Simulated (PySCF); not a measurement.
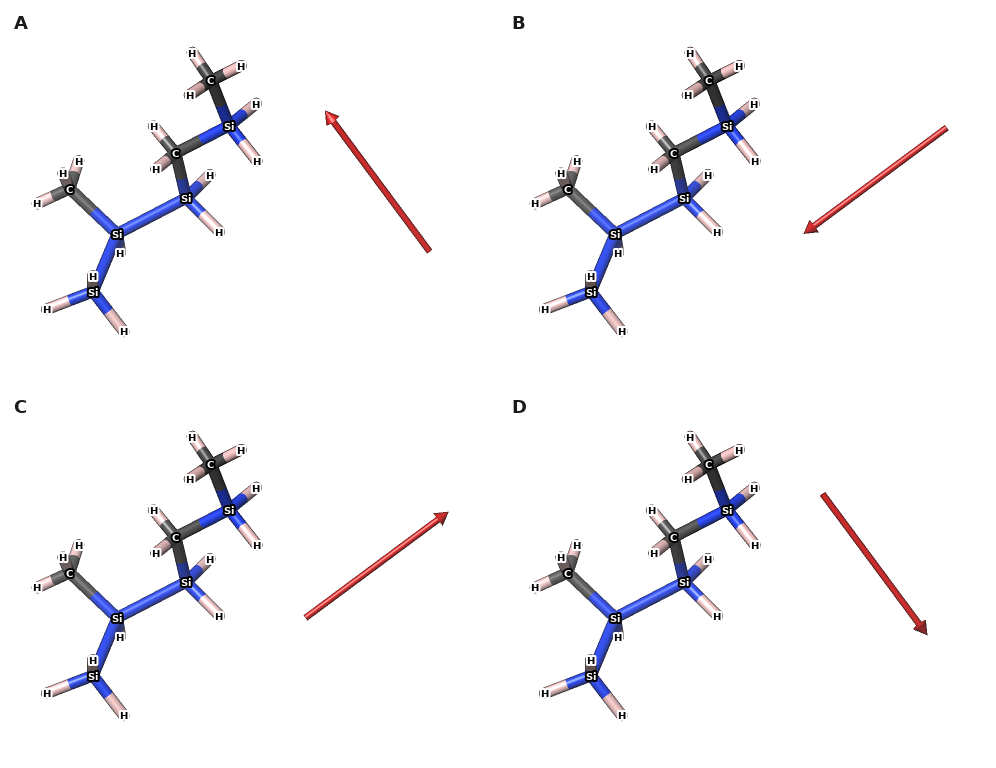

The same molecule four times, each with an arrow. The geometry was computed by an optimisation with GFN2-xTB. No frequency run is at hand to confirm it as a minimum. Properties computed with PBE0/pcSseg-1, gas phase (PySCF 2.14.0).

Which arrow points along the dipole moment, from the negative to the positive end?

Answer. A. The dipole moment is 1.48 D.

The geometry is semi-empirical. Around Si such bond lengths and angles can be off by a tenth of an ångström or more and by several degrees, and values that hang on the shape move with them.
